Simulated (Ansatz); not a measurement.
CH6AlN (SMILES C[NH][AlH2])

```xyz
9

C    -0.3915    0.9494   -0.7815
N     0.3404   -0.2552   -0.3692
Al    0.3377   -1.0897    1.2084
H    -1.0772    0.7518   -1.6216
H     0.2871    1.7630   -1.0857
H    -0.9950    1.3191    0.0576
H     0.9138   -0.6229   -1.1269
H     1.2451   -2.3818    1.3469
H    -0.5717   -0.4799    2.3549
```

The calculation used RKS BLYP-D4/def2-TZVP (Ansatz).

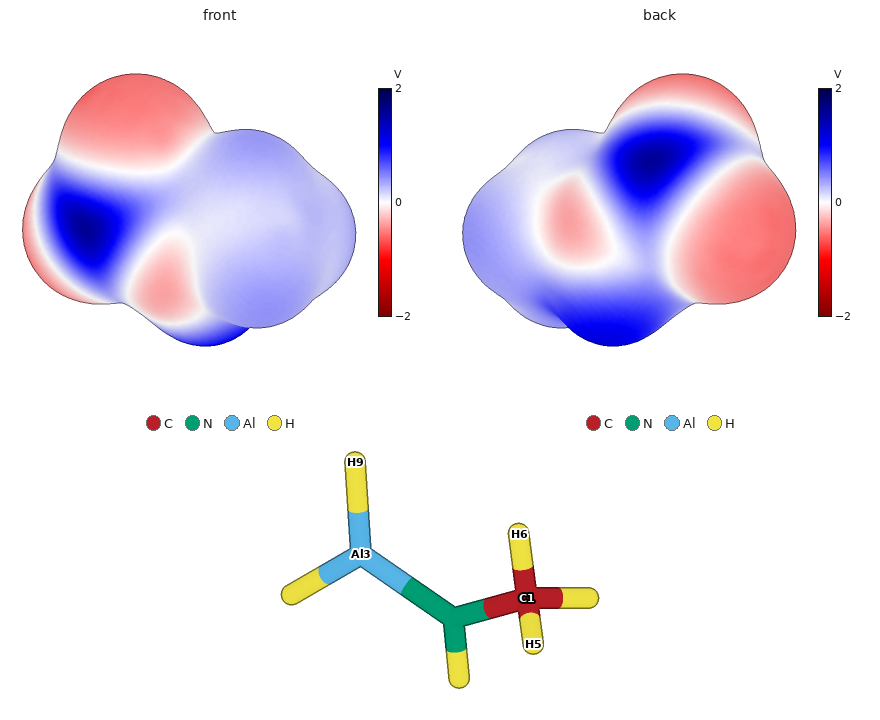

Figure 1. The molecular electrostatic potential painted on the density surface at 0.001 e/bohr³, seen from the front and from behind; red is negative and blue positive. The bare structure is drawn below in the same view.

Which sites attract a positive test charge, and which a negative one?

A positive charge is drawn to the negative regions and a negative charge to the positive ones. The most negative region (about −0.6 V) lies over H8 and H9, the most positive (about +1.5 V) over Al3.

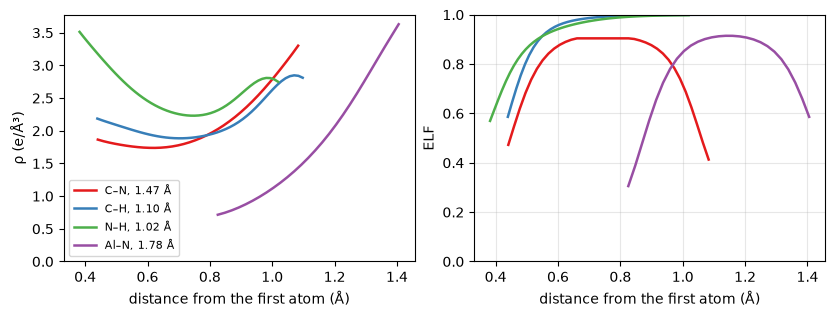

Figure 2. Electron density and electron localisation function along straight lines between neighbouring atoms. The curves leave out the atomic cores.

Compare the contacts.

C–N (1.47 Å): the density is about 1.8 e/Å³ at the midpoint; the ELF peaks at about 0.90 between the atoms, as expected for a shared electron pair.
C–H (1.10 Å): ρ at the midpoint is about 2 e/Å³; the ELF climbs to about 1 towards the hydrogen, as it does in any bond to H: a covalent bond by its length.
N–H (1.02 Å): the density is about 2.8 e/Å³ at the midpoint; the ELF climbs to about 1 towards the hydrogen: an ordinary covalent bond to hydrogen.
Al–N (1.78 Å): ρ is about 0.83 e/Å³ halfway; the ELF peaks at about 0.90 in the valence shell of N, 0.6 Å from its nucleus, and is about 0.55 at the midpoint.

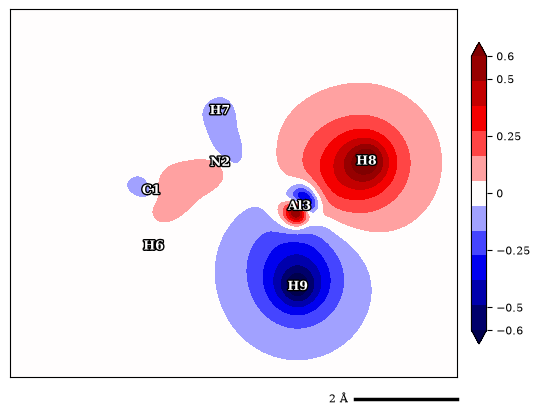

Figure 3. The HOMO−1 on the plane of atoms C1, N2 and Al3 (values in Å⁻³ᐟ²; the overall sign is arbitrary).

Where does this orbital lie, and at what energy?

Its weight (Hirshfeld) is mainly on Al3 (about 35 %), H8 (about 30 %) and H9 (about 30 %). Its energy is −6.95 eV.
